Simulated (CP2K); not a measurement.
Trifluoroacetonitrile has these distinct C atoms: C2 (bonded to C and N) and C3 (bonded to C and 3 F).

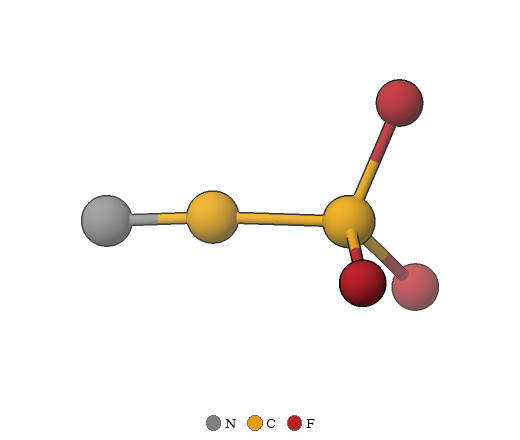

The molecule (nitrogen grey, carbon orange, fluorine red).

```xyz
6

N     2.1948    0.0051    0.0365
C     1.0337    0.0408   -0.0132
C    -0.4511    0.0063   -0.0126
F    -0.8966   -1.0232   -0.7717
F    -0.8975   -0.1952    1.2507
F    -0.9833    1.1662   -0.4897
```

Their partial C K spectra (CP2K XAS_TDP, all-electron GAPW, PBEh(45%), aug-cc-pVDZ, TDA, GW2X-corrected core level, no relativity) are given in random order, each times the number of alike atoms.

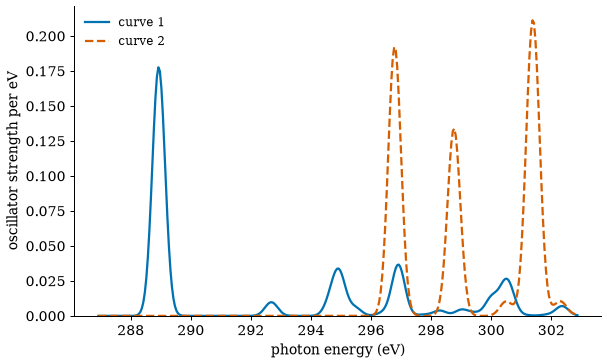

Gaussian full width 0.5 eV, oscillator strength per eV, alike atoms added, rows of zeros left out.

**Question.** Which curve belongs to which atom?

Curve 1: C2 (bonded to C and N), leading line at 288.92 eV (f = 0.047 an atom), ionisation energy 295.52 eV, term value 6.60 eV. Curve 2: C3 (bonded to C and 3 F), leading line at 296.78 eV (f = 0.051 an atom), ionisation energy 302.20 eV, term value 5.42 eV. The leading line of an atom is its first one with 35 % of the strongest within 2.5 eV of its lowest line over the strength cut. A line lies at the core ionisation energy, which rises as an atom loses charge to its neighbours or to a π system, less the term value, which is large for a low π* or σ* orbital with weight on that atom.

[Banner, clock and machine lines of the logs are left out without a mark of their own.]

[Logs are printed without paths, hosts, clocks, repeated set-up lines and the standing remarks that a program may print on its own settings, such as how far it seeks lower states.]

[Hosts, paths, dates, database ids (printed as entryN), source tags and the programs' standing remarks are cut or masked in the printed files.]
